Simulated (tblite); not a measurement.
## Relaxed scan of C₅H₈O₃

System: C₅H₈O₃.
Method: GFN2-xTB relaxed scan under a harmonic restraint, gas phase (tblite 0.8.0).

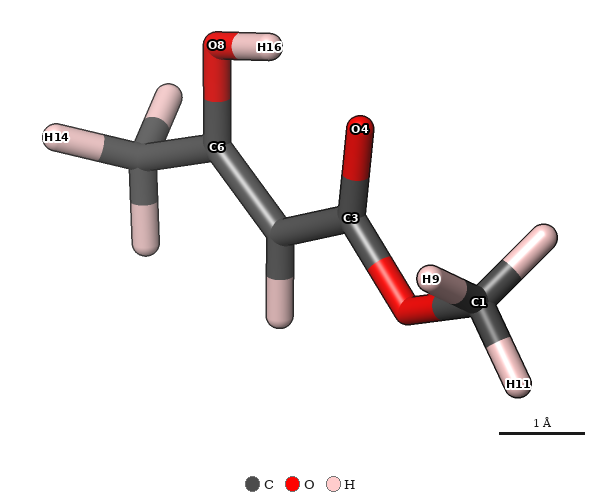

**Figure 1.** The structure as given in the input (stick view, seen at a tilt; atoms are numbered from 1 in the order of the input). Bond lengths as drawn: C–C 1.36 to 1.49 Å, C–H 1.07 to 1.09 Å, C–O 1.23 to 1.42 Å and H–O 0.99 Å.

### Key numbers

```csv
quantity,value
outcome,converged
hardware,"1 CPU thread, shared host"
wall time,2.3 s
peak memory,0.19 GiB
```

### The input
```
{"job": {"xc": "GFN2-xTB", "basis": "xTB", "coordinate": [["t", [1, 2, 4, 5], 0.25], ["t", [1, 2, 4, 11], 0.25], ["t", [3, 2, 4, 5], 0.25], ["t", [3, 2, 4, 11], 0.25]], "kind": "drive"}, "charge": 0, "multiplicity": 1}
C      3.139546    -0.003956     0.488386
O      1.787511     0.115573     0.899190
C      0.864488    -0.033431    -0.061204
O      1.162745    -0.260569    -1.228993
C     -0.488143     0.100998     0.425866
C     -1.542281    -0.021711    -0.417163
C     -2.961863     0.106526     0.029663
O     -1.398638    -0.267362    -1.713001
H      3.376962     0.750681    -0.264748
H      3.322262    -0.992870     0.062097
H      3.741937     0.144412     1.380715
H     -0.623319     0.300289     1.472826
H     -3.496101    -0.814418    -0.196814
H     -3.444274     0.908315    -0.526321
H     -3.020378     0.311393     1.092994
H     -0.428056    -0.334926    -1.906285
```

The first line tells a small driver script what to run in tblite; the rest is the geometry in Å.

Command:
```bash
OMP_NUM_THREADS=1 python <driver script> task.json out
```

### The program's output
```
point  coordinate     E/eV
  0    104.300     -734.32525
  1    118.800     -734.22070
  2    133.600     -734.07210
  3    148.900     -733.92587
  4    164.300     -733.81995
  5    179.900     -733.77638
  6    195.400     -733.79803
  7    210.900     -733.88214
  8    225.900     -733.98669
  9    240.700     -734.08767
 10    255.300     -734.14438
 11    269.900     -734.16042
```
